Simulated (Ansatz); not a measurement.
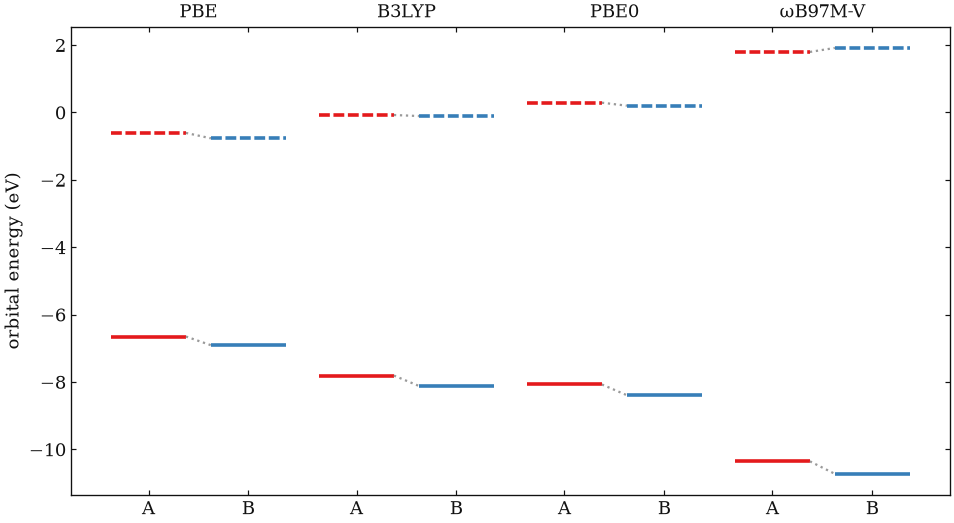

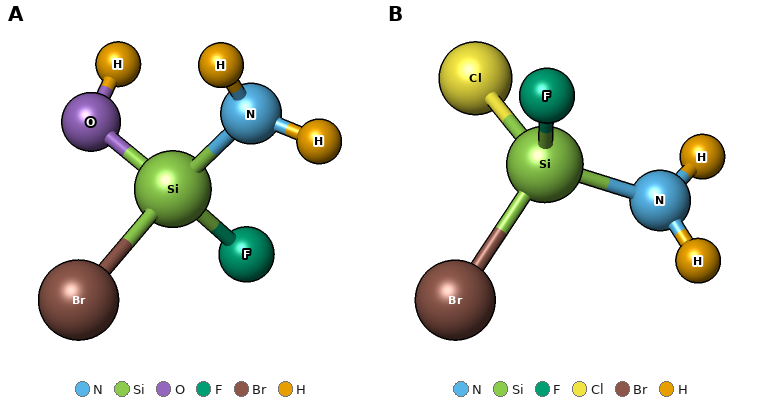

One change: A, SiNH₃OBrF (SMILES N[Si@@](O)(F)Br), becomes B, SiNH₂BrClF (SMILES N[Si@@](F)(Cl)Br). OH on Si is replaced by Cl. HOMO (solid) and LUMO (dashed) computed in def2-TZVPP at PBE0-D4/def2-TZVP geometries, both minima by their frequencies, gas phase, the Ansatz code. Empty levels above zero depend strongly on the basis.

Question: What does the change do to HOMO and LUMO?

Answer: PBE: the HOMO falls by 0.26 eV, the LUMO falls by 0.16 eV, and the separation goes from 6.04 to 6.14 eV. B3LYP: the HOMO falls by 0.31 eV, the LUMO falls by 0.03 eV, and the separation goes from 7.73 to 8.01 eV. PBE0: the HOMO falls by 0.32 eV, the LUMO falls by 0.09 eV, and the separation goes from 8.36 to 8.59 eV. ωB97M-V: the HOMO falls by 0.37 eV, the LUMO rises by 0.12 eV, and the separation goes from 12.15 to 12.64 eV.

Question: Do the functionals agree on the effect?

Answer: Not on every direction; the HOMO shift lies between −0.37 and −0.26 eV and the LUMO shift between −0.16 and 0.12 eV, while the separations themselves differ by up to 6.5 eV between functionals.
